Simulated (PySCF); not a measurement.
# CoO₂F: structure of the quintet

The task is one start of a wider search on CoO₂F: the quintet, from a T-shaped (ligand arrangement 1) start. It is relaxed, tested by its Hessian and followed downhill if it is a saddle.

Method: PBE0, basis Co def2-TZVP, O def2-TZVP, F def2-TZVP, no relativity, density fitting; program: PySCF 2.14.0.

## 1. Where the work starts

4 atoms, charge 0, spin multiplicity 5.

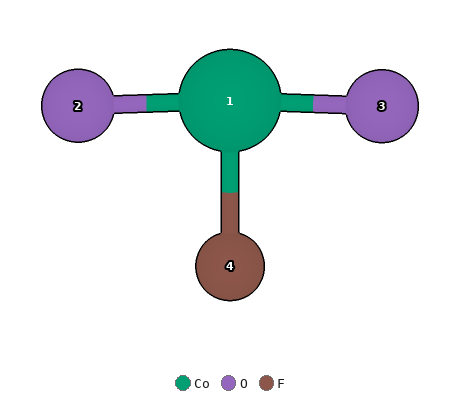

Start geometry, drawn with cobalt teal, oxygen purple, fluorine brown; atoms are numbered from 1 in the order of the file.

```xyz
4
charge 0 multiplicity 5
Co    0.0000    0.0000    0.0000
O     1.5990    0.0000    0.0558
O    -1.5990    0.0000    0.0558
F     0.0000    0.0000    1.7500
```

## 2. First SCF at the start

The steps below are one call of a driver around PySCF. For each, scf.py gives the equivalent set-up of the SCF; relaxations use the driver's own optimiser. After this first run the driver tries any further starts and a stability analysis.

Contents of scf.py:

```python
from pyscf import gto, scf, dft
mol = gto.M(atom='''
Co     0.000000     0.000000     0.000000
O      1.599000     0.000000     0.055800
O     -1.599000     0.000000     0.055800
F      0.000000     0.000000     1.750000''',
    basis={'Co': 'def2-TZVP', 'O': 'def2-TZVP', 'F': 'def2-TZVP'},
    charge=0, spin=4)
mf = dft.UKS(mol, xc='PBE0')
mf.grids.atom_grid = (50, 194)
aux = {'Co': 'def2-universal-JKFIT', 'O': 'def2-universal-JKFIT', 'F': 'def2-universal-JKFIT'}
mf = mf.density_fit(auxbasis=aux)
mf.conv_tol = 1e-08
mf.diis_space = 10
mf.max_cycle = 60
mf.init_guess = 'minao'
mf.verbose = 4
mf.kernel()
```

Run with:

```bash
$ OMP_NUM_THREADS=4 python axn.py task.json out
```

The log of the run (excerpt; [...] marks lines left out):

```text
[... the frontier levels of the middle cycles are left out ...]
init E= -1631.62195918124
[... the frontier-level lines of each cycle are left out ...]
cycle= 1 E= -1616.31495308667  delta_E= 15.3  |g|= 5.78  |ddm|= 20.3
cycle= 2 E= -1549.67041308516  delta_E= 66.6  |g|= 16.1  |ddm|= 22.6
cycle= 3 E= -1606.45815226564  delta_E= -56.8  |g|= 10.2  |ddm|= 8.26
cycle= 4 E= -1609.8963235634  delta_E= -3.44  |g|= 8.28  |ddm|= 4.17
cycle= 5 E= -1617.23453870928  delta_E= -7.34  |g|= 7.43  |ddm|= 3.38
cycle= 6 E= -1624.96522214807  delta_E= -7.73  |g|= 5.38  |ddm|= 4.78
cycle= 7 E= -1628.35644148427  delta_E= -3.39  |g|= 3.97  |ddm|= 1.63
cycle= 8 E= -1629.59831245015  delta_E= -1.24  |g|= 3.37  |ddm|= 0.561
cycle= 9 E= -1630.35825401682  delta_E= -0.76  |g|= 2.85  |ddm|= 0.372
cycle= 10 E= -1631.90168370544  delta_E= -1.54  |g|= 1.47  |ddm|=  1.1
cycle= 11 E= -1632.22207214839  delta_E= -0.32  |g|= 0.934  |ddm|= 0.509
cycle= 12 E= -1631.00134375525  delta_E= 1.22  |g|= 2.36  |ddm|= 1.13
cycle= 13 E= -1632.44893165676  delta_E= -1.45  |g|= 0.265  |ddm|= 0.914
cycle= 14 E= -1632.47164941558  delta_E= -0.0227  |g|= 0.151  |ddm|= 0.239
[... 10 cycles left out ...]
cycle= 25 E= -1632.48441853919  delta_E= -0.00181  |g|= 0.0256  |ddm|= 0.0916
cycle= 26 E= -1632.48464323671  delta_E= -0.000225  |g|= 0.0168  |ddm|= 0.0532
cycle= 27 E= -1632.48459052784  delta_E= 5.27e-05  |g|= 0.00392  |ddm|= 0.0388
cycle= 28 E= -1632.48453636167  delta_E= 5.42e-05  |g|= 0.0048  |ddm|= 0.0202
cycle= 29 E= -1632.484540531  delta_E= -4.17e-06  |g|= 0.00386  |ddm|= 0.0104
cycle= 30 E= -1632.48454898372  delta_E= -8.45e-06  |g|= 0.000837  |ddm|= 0.00582
cycle= 31 E= -1632.48455207367  delta_E= -3.09e-06  |g|= 0.00111  |ddm|= 0.00351
cycle= 32 E= -1632.48455368448  delta_E= -1.61e-06  |g|= 0.000894  |ddm|= 0.00385
cycle= 33 E= -1632.48455413378  delta_E= -4.49e-07  |g|= 0.000365  |ddm|= 0.00269
cycle= 34 E= -1632.48455436  delta_E= -2.26e-07  |g|= 0.000305  |ddm|= 0.0021
cycle= 35 E= -1632.4845544025  delta_E= -4.25e-08  |g|= 0.000127  |ddm|= 0.000392
cycle= 36 E= -1632.48455443334  delta_E= -3.08e-08  |g|= 6.24e-05  |ddm|= 0.000256
cycle= 37 E= -1632.48455444935  delta_E= -1.6e-08  |g|= 6.18e-05  |ddm|= 0.000163
cycle= 38 E= -1632.48455444508  delta_E= 4.27e-09  |g|= 6.14e-05  |ddm|= 4.29e-05
Extra cycle  E= -1632.4845544715  delta_E= -2.64e-08  |g|= 7.16e-05  |ddm|= 0.000215
converged SCF energy = -1632.4845544715  <S^2> = 6.1147504  2S+1 = 5.0456914
```

This step, with its further starts and checks, ran for 2 min (4 threads of Arm Neoverse V1, shared host).

Energies from each starting density:

```csv
start,energy (Eh)
the minimal-basis guess,-1632.484554
a thermally smeared density,-1632.484554
a smeared PBE density,-1632.510916
```

This is not the lowest solution: one lies 79.5 kJ/mol lower, at -1632.51485 Eh, and the relaxation starts from that.

## 3. Relaxing the quintet from the T-shaped (ligand arrangement 1) start

The program finds C2v symmetry in the start, which this walk keeps. The walk stops when the largest gradient is under 0.0003 Eh/bohr and the energy has settled too.

Changes to scf.py since step 2:

```diff
@@ -3,4 +3,4 @@
-Co     0.000000     0.000000     0.000000
-O      1.599000     0.000000     0.055800
-O     -1.599000     0.000000     0.055800
-F      0.000000     0.000000     1.750000''',
+Co     0.000000     0.000000    -0.318703
+O      1.599000     0.000000    -0.262903
+O     -1.599000     0.000000    -0.262903
+F      0.000000     0.000000     1.431297''',
@@ -16 +15,0 @@
-mf.init_guess = 'minao'
```

Steps of the walk:

```csv
step,energy (Eh),change (kJ/mol),largest symmetric gradient (Eh/bohr)
0,-1632.514847,0.00,0.08107
1,-1632.532726,-46.94,0.02120
2,-1632.534718,-52.17,0.01277
3,-1632.535967,-55.45,0.01047
4,-1632.536549,-56.98,0.00948
5,-1632.537221,-58.74,0.00322
6,-1632.537310,-58.98,0.00058
7,-1632.537317,-59.00,0.00009
8,-1632.537318,-59.00,0.00001
```

The walk took 70 s.

Geometry (Å) and forces (eV/Å) at some steps:

```
step 0
Co   0.000   0.000  -0.319   0.000   0.015   1.219
O    1.599   0.000  -0.263   4.169  -0.010  -0.758
O   -1.599   0.000  -0.263  -4.169  -0.010  -0.758
F    0.000   0.000   1.431   0.000   0.005   0.297
step 1
Co   0.000   0.000  -0.281   0.000  -0.030   1.090
O    1.693   0.000  -0.299   0.328   0.014  -0.495
O   -1.693   0.000  -0.299  -0.328   0.014  -0.495
F    0.000   0.000   1.466   0.000   0.002  -0.100
step 4
Co   0.000   0.000  -0.178   0.000  -0.001  -0.018
O    1.697   0.000  -0.392  -0.487   0.000  -0.013
O   -1.697   0.000  -0.392   0.488   0.000  -0.013
F    0.000   0.000   1.550   0.000   0.000   0.044
step 8
Co   0.000   0.000  -0.131   0.000  -0.004   0.000
O    1.652   0.000  -0.439   0.000   0.002   0.000
O   -1.652   0.000  -0.439   0.000   0.002   0.000
F    0.000   0.000   1.597   0.000  -0.001   0.000
```

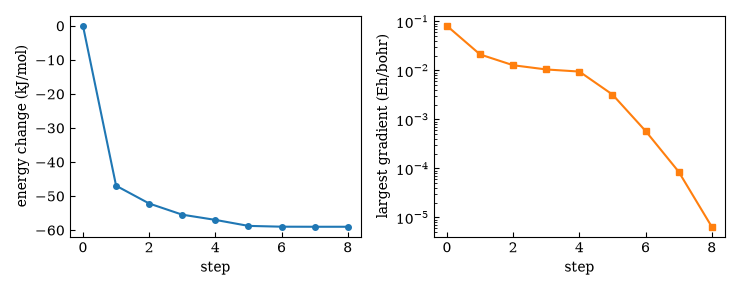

How energy and gradient fall.

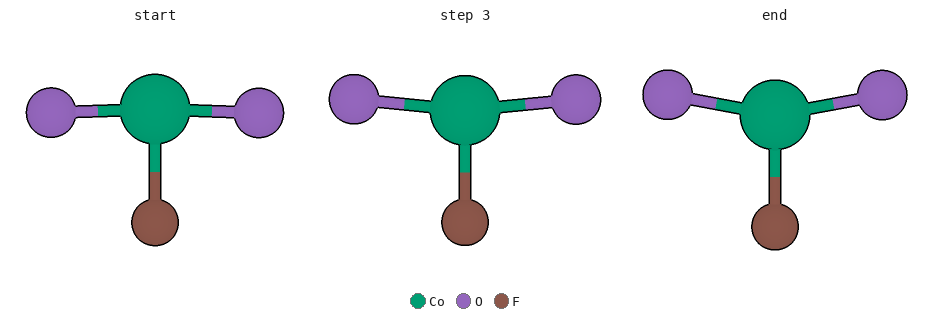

The geometry along the walk, at one scale.

End point (C2v, 8 steps, 59.0 kJ/mol gained): Co–F 1.728 Å, Co–O 1.681 Å (×2); F–Co–O 100.6° (×2), O–Co–O 158.9°.

## 4. Hessian and properties

On the finer grid the gradient is checked again; gradients at displacements of ±0.02 bohr then give force constants and infrared intensities.

Changes to scf.py since step 3:

```diff
@@ -3,4 +3,4 @@
-Co     0.000000     0.000000    -0.318703
-O      1.599000     0.000000    -0.262903
-O     -1.599000     0.000000    -0.262903
-F      0.000000     0.000000     1.431297''',
+Co     0.000000     0.000000    -0.208800
+O      1.652050     0.000000    -0.517312
+O     -1.652050     0.000000    -0.517312
+F      0.000000     0.000000     1.518953''',
@@ -10 +10 @@
-mf.grids.atom_grid = (50, 194)
+mf.grids.atom_grid = (75, 302)
@@ -13 +13 @@
-mf.conv_tol = 1e-08
+mf.conv_tol = 1e-10
```

The driver hands on the density of the step before, so the log starts near convergence.

SCF at the final geometry:

```text
init E= -1632.53722817056
[... the frontier-level lines of each cycle are left out ...]
cycle= 1 E= -1632.53722816889  delta_E= 1.67e-09  |g|= 6.48e-05  |ddm|= 4.54e-05
cycle= 2 E= -1632.53722815021  delta_E= 1.87e-08  |g|= 0.000216  |ddm|= 0.000151
cycle= 3 E= -1632.53722817073  delta_E= -2.05e-08  |g|= 3.19e-06  |ddm|= 0.000116
cycle= 4 E= -1632.53722817073  delta_E= -2.73e-12  |g|= 4.49e-07  |ddm|= 9.83e-07
Extra cycle  E= -1632.53722817073  delta_E= 2.96e-12  |g|= 1.2e-06  |ddm|= 1.32e-06
converged SCF energy = -1632.53722817073  <S^2> = 6.0650898  2S+1 = 5.0259685
```

The whole step took 2.7 min.

Geometry: C2v; Co–F 1.728 Å, Co–O 1.681 Å (×2); F–Co–O 100.6° (×2), O–Co–O 158.8°.

Modes, for the most abundant isotopes:

| symmetry | ω (cm⁻¹) | IR (km/mol) |
| --- | --- | --- |
| b2 | 924i | 0.0 |
| a1 | 147 | 24.5 |
| b1 | 151 | 30.1 |
| b2 | 235 | 0.9 |
| a1 | 648 | 44.7 |
| a1 | 699 | 16.4 |

1 mode is imaginary, the largest at 924i cm⁻¹: a saddle point, not a minimum.

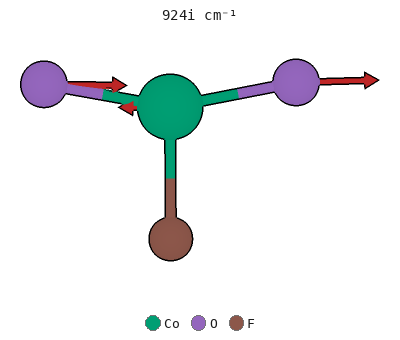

The imaginary mode, as arrows.

Constants and moments:

- Dipole moment: 2.38 D
- Highest occupied level: -9.52 eV
- Lowest empty level: -6.31 eV
- Rotational constants: 0.3067, 0.1931, 0.1185 cm⁻¹
- Zero-point energy (real modes): 11.2 kJ/mol
- Principal polarisabilities: 18.5, 31.1, 57.6 bohr³
- Atomisation energy without zero-point energy: 884 kJ/mol
- Principal traceless quadrupole moments about the centre of mass: -6.06, 1.20, 4.86 D Å
- Spin squared ⟨S²⟩: 6.065

Populations by atom (charges in e):

```tsv
atom	Mulliken	Löwdin	polar tensor	spin (Mulliken)	Mayer order to Co1
Co1	1.01	0.41	0.83	1.88	–
O2,3	-0.30	-0.11	-0.22	1.07	1.26
F4	-0.40	-0.20	-0.39	-0.02	0.91
```

Mulliken populations on Co1: s 6.38, p 12.35, d 7.26, f 0.00.

## 5. Downhill along the imaginary mode

The start is the last point, displaced along its most imaginary mode.

The program finds Cs symmetry in the start, which this walk keeps. The walk stops when the largest gradient is under 0.0003 Eh/bohr and the energy has settled too.

Changes to scf.py since step 4:

```diff
@@ -3,4 +3,4 @@
-Co     0.000000     0.000000    -0.208800
-O      1.652050     0.000000    -0.517312
-O     -1.652050     0.000000    -0.517312
-F      0.000000     0.000000     1.518953''',
+Co     0.075415    -0.000000    -0.208834
+O      1.532078    -0.000000    -0.514771
+O     -1.772023     0.000000    -0.519921
+F     -0.031926     0.000000     1.518920''',
@@ -10 +10 @@
-mf.grids.atom_grid = (75, 302)
+mf.grids.atom_grid = (50, 194)
@@ -13 +13 @@
-mf.conv_tol = 1e-10
+mf.conv_tol = 1e-08
```

Steps of the walk:

```csv
step,energy (Eh),change (kJ/mol),largest symmetric gradient (Eh/bohr)
0,-1632.533536,0.00,0.11564
1,-1632.545678,-31.88,0.01480
2,-1632.548590,-39.53,0.01077
3,-1632.554998,-56.35,0.02875
4,-1632.556068,-59.16,0.02828
5,-1632.557219,-62.18,0.00841
6,-1632.557379,-62.60,0.00682
7,-1632.557989,-64.20,0.00785
8,-1632.561309,-72.92,0.03322
9,-1632.563885,-79.68,0.08459
10,-1632.566996,-87.85,0.04998
11,-1632.573674,-105.38,0.02820
12,-1632.576762,-113.49,0.01250
13,-1632.578471,-117.98,0.00894
14,-1632.579356,-120.30,0.00377
15,-1632.579782,-121.42,0.00279
16,-1632.580059,-122.15,0.00371
17,-1632.580153,-122.39,0.00213
18,-1632.580197,-122.51,0.00065
19,-1632.580202,-122.52,0.00038
20,-1632.580203,-122.52,0.00024
```

The walk took 96 s.

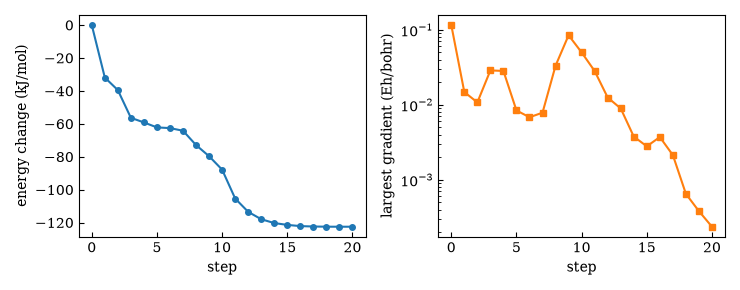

Energy and largest gradient along the walk.

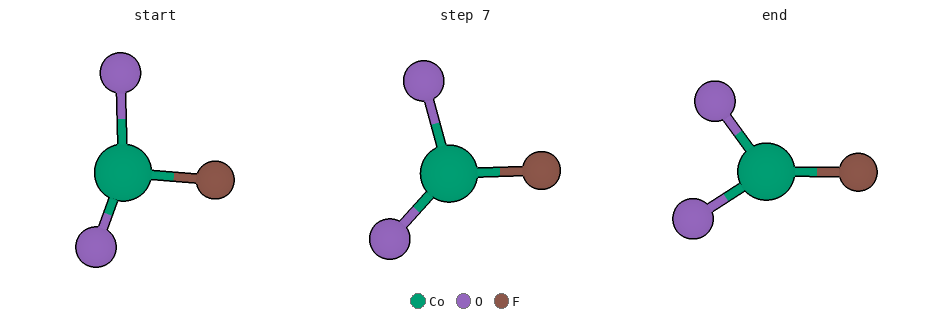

The geometry along the walk, at one scale.

After 20 steps and 122.5 kJ/mol it ends at Cs: Co–F 1.721 Å, Co–O 1.634 Å (×2); F–Co–O 126.3°, F–Co–O 146.8°, O–Co–O 86.9°.

## 6. Hessian and properties

The same treatment as at the point before.

Changes to scf.py since step 5:

```diff
@@ -3,4 +3,4 @@
-Co     0.075415    -0.000000    -0.208834
-O      1.532078    -0.000000    -0.514771
-O     -1.772023     0.000000    -0.519921
-F     -0.031926     0.000000     1.518920''',
+Co     0.064820    -0.000000     0.050564
+O      1.128535    -0.000000    -1.190947
+O     -1.117866     0.000000    -1.076147
+F     -0.190002     0.000000     1.752051''',
@@ -10 +10 @@
-mf.grids.atom_grid = (50, 194)
+mf.grids.atom_grid = (75, 302)
@@ -13 +13 @@
-mf.conv_tol = 1e-08
+mf.conv_tol = 1e-10
```

Log of the central SCF (cycles and frontier levels):

```text
init E= -1632.58003709442
[... the frontier-level lines of each cycle are left out ...]
cycle= 1 E= -1632.58003709387  delta_E= 5.51e-10  |g|= 5e-05  |ddm|= 1.81e-05
cycle= 2 E= -1632.58003707482  delta_E= 1.9e-08  |g|= 0.000292  |ddm|= 9.76e-05
cycle= 3 E= -1632.5800370944  delta_E= -1.96e-08  |g|= 1.17e-05  |ddm|= 8.29e-05
cycle= 4 E= -1632.58003709446  delta_E= -6.05e-11  |g|= 1.12e-06  |ddm|= 5.8e-06
Extra cycle  E= -1632.58003709447  delta_E= -5e-12  |g|= 1.08e-06  |ddm|= 3.44e-06
converged SCF energy = -1632.58003709447  <S^2> = 6.0403535  2S+1 = 5.0161154
```

The whole step ran for 5.8 min (4 threads of Arm Neoverse V1, shared host).

Geometry: Cs; Co–F 1.720 Å, Co–O 1.634 Å (×2); F–Co–O 125.1°, F–Co–O 147.9°, O–Co–O 87.0°.

Modes, for the most abundant isotopes:

| symmetry | ω (cm⁻¹) | IR (km/mol) |
| --- | --- | --- |
| a' | 54 | 15.1 |
| a'' | 177 | 27.3 |
| a' | 289 | 1.9 |
| a' | 597 | 0.3 |
| a' | 680 | 69.1 |
| a' | 934 | 72.3 |

No imaginary mode, so this is a minimum.

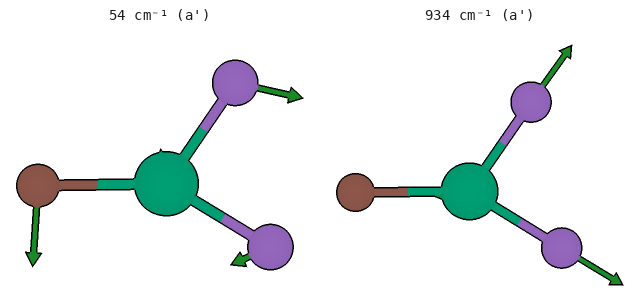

How the atoms move in 2 of the modes.

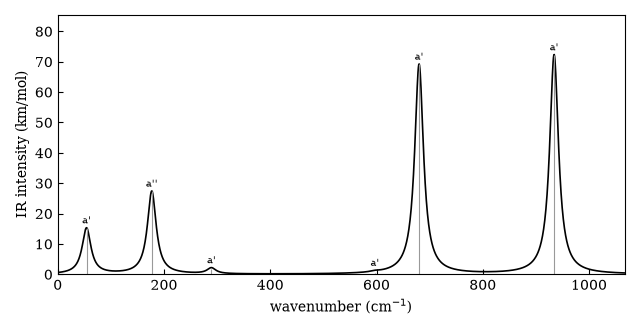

The harmonic infrared spectrum (widths in cm⁻¹). Lines are broadened to a width of 20 cm⁻¹ (Lorentzian).

Constants and moments:

```
Dipole moment                                                   : 0.63 D
Highest occupied level                                          : -9.83 eV
Lowest empty level                                              : -5.48 eV
Rotational constants                                            : 0.4203, 0.1671, 0.1196 cm⁻¹
Zero-point energy                                               : 16.3 kJ/mol
Principal polarisabilities                                      : 19.5, 38.4, 43.1 bohr³
Atomisation energy without zero-point energy                    : 997 kJ/mol
Principal traceless quadrupole moments about the centre of mass : -7.06, 2.56, 4.50 D Å
Entropy at 298.15 K and 1 bar (electronic part: spin only)      : 323.8 J/(mol K)
Heat capacity Cp at 298.15 K                                    : 66.3 J/(mol K)
Enthalpy at 298.15 K above 0 K                                  : 15.66 kJ/mol
Rotational symmetry number                                      : 1
Spin squared ⟨S²⟩                                               : 6.040
```

Charges (e) and bond orders:

```json
{"atom": "Co1", "Mulliken": "1.01", "Löwdin": "0.36", "polar tensor": "1.07", "spin (Mulliken)": "1.87", "Mayer order to Co1": "–"}
{"atom": "O2", "Mulliken": "-0.28", "Löwdin": "-0.07", "polar tensor": "-0.23", "spin (Mulliken)": "1.00", "Mayer order to Co1": "1.44"}
{"atom": "O3", "Mulliken": "-0.26", "Löwdin": "-0.04", "polar tensor": "-0.19", "spin (Mulliken)": "1.01", "Mayer order to Co1": "1.49"}
{"atom": "F4", "Mulliken": "-0.47", "Löwdin": "-0.25", "polar tensor": "-0.66", "spin (Mulliken)": "0.12", "Mayer order to Co1": "0.82"}
```

Outer orbital energies (eV). α occupied: -12.85, -12.29, -12.29, -11.43, -10.88, -10.75, -10.55, -10.52; empty: -5.07, -0.22, 2.59, 4.12. β occupied: -13.32, -12.32, -12.03, -11.59, -11.09, -10.87, -10.48, -9.83; empty: -5.48, -4.67, -4.19, -4.18.

Mulliken populations on Co1: s 6.46, p 12.29, d 7.24, f 0.00.

## 7. All stationary points

| spin | group | bonds | imaginary modes (cm⁻¹) | ΔE (kJ/mol) | with zero-point energy |
| --- | --- | --- | --- | --- | --- |
| quintet | Cs | Co–F 1.720 Å, Co–O 1.634 Å (×2) | none | 0.0 | 0.0 |
| quintet | C2v | Co–F 1.728 Å, Co–O 1.681 Å (×2) | 924i | 112.4 | – |

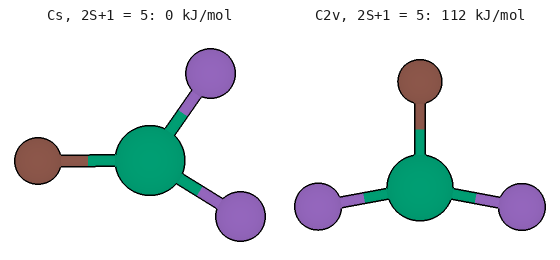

The points, lowest first (cobalt teal, oxygen purple, fluorine brown).

## 8. Outcome

| quantity | value |
| --- | --- |
| minimum | quintet, Cs |
| geometry | Co–F 1.720 Å, Co–O 1.634 Å (×2); F–Co–O 125.1°, F–Co–O 147.9°, O–Co–O 87.0° |
| wavenumbers (cm⁻¹) | 54 (a'), 177 (a''), 289 (a'), 597 (a'), 680 (a'), 934 (a') |
| dipole moment | 0.63 D |
| highest occupied, lowest empty level (either spin) | -9.83, -5.48 eV |
| polar-tensor charge of Co1 | +1.07 e |
| zero-point energy | 16.3 kJ/mol |
| entropy at 298.15 K | 323.8 J/(mol K) |
| atomisation energy (no zero-point energy) | 997 kJ/mol |
| ⟨S²⟩ | 6.040 |

In words: From C2v at the start the molecule goes to a Cs minimum, after a stop at a saddle point 112.4 kJ/mol higher, from which it was pushed off along an imaginary mode. In the infrared the band at 934 cm⁻¹ (a', stretch) leads. The first SCF alone would have been 80 kJ/mol too high. Only this shape and spin were tried, so other structures or states may lie lower. Open d and f shells are described by one determinant, and the ground state may have another occupation or spin.

The search up to here took 13 min.
